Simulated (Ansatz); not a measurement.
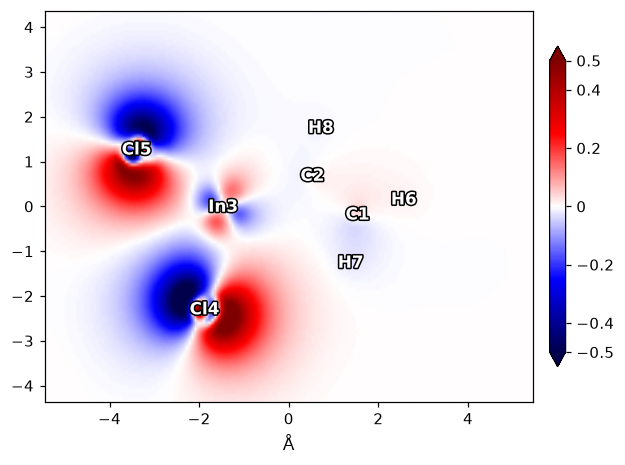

Figure. C2H3Cl2In (SMILES C=[CH][In]([Cl])[Cl]). The HOMO−1 on the molecular plane (values in Å⁻³ᐟ²; the overall sign is arbitrary).

Geometry: PBE0-D4/def2-TZVP; core potentials replace the inner electrons of In.

Method: Ansatz, RKS PBE0-D4/def2-TZVPP.

```xyz
8

C    -0.2195   -0.9927    1.1666
C     0.3103    0.1608    0.7757
In    0.0992    0.8031   -1.2196
Cl   -1.0702   -0.5235   -2.7277
Cl    0.9180    2.7538   -2.1601
H    -0.1217   -1.3421    2.1923
H    -0.7723   -1.6417    0.4935
H     0.8562    0.7823    1.4793
```

> Describe this orbital and give its energy.

It lies mainly on Cl4 (about 55 %) and Cl5 (about 40 %); it is symmetric in the molecular plane (an in-plane orbital: σ, lone-pair or in-plane π type). Its energy is −8.79 eV.
